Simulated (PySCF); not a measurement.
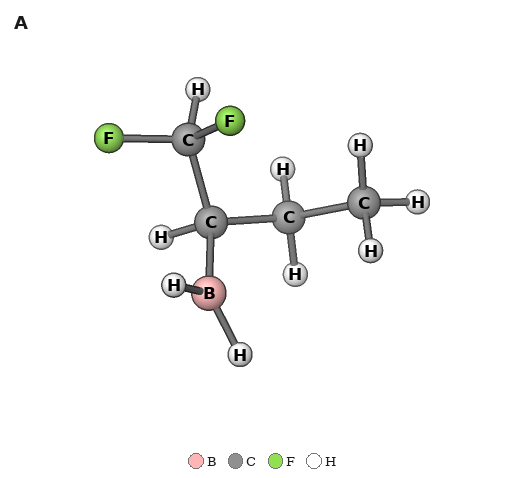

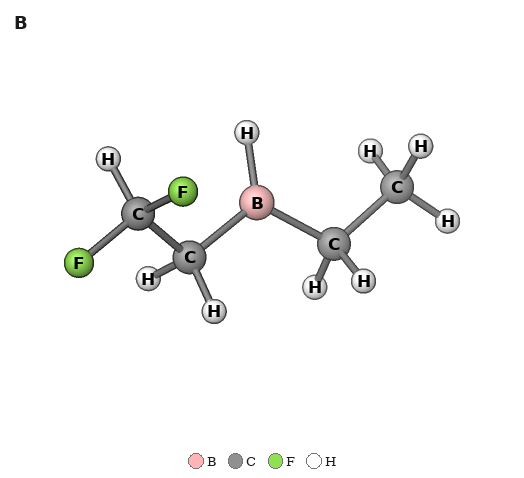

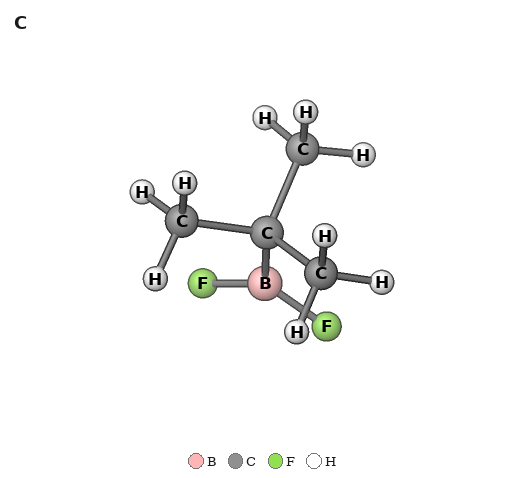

3 stationary structures of one formula. Geometries: GFN2-xTB. Electronic energies: PBE0/pcSseg-1 (PySCF 2.14.0), without zero-point energy. No frequency run is at hand to confirm each as a minimum. Each is one conformer, not always the lowest.

**How are they related?**

They are constitutional isomers of C4H9BF2: A `B[C@H](CC)C(F)F`, B `CCBCC(F)F`, C `CC(C)(C)B(F)F`.

**Which is lowest in energy, and by how much?**

C is lowest; B lies 3.794 eV above it, A lies 4.372 eV above it.

The geometry is semi-empirical. Around B such bond lengths and angles can be off by a tenth of an ångström or more and by several degrees, and values that hang on the shape move with them.
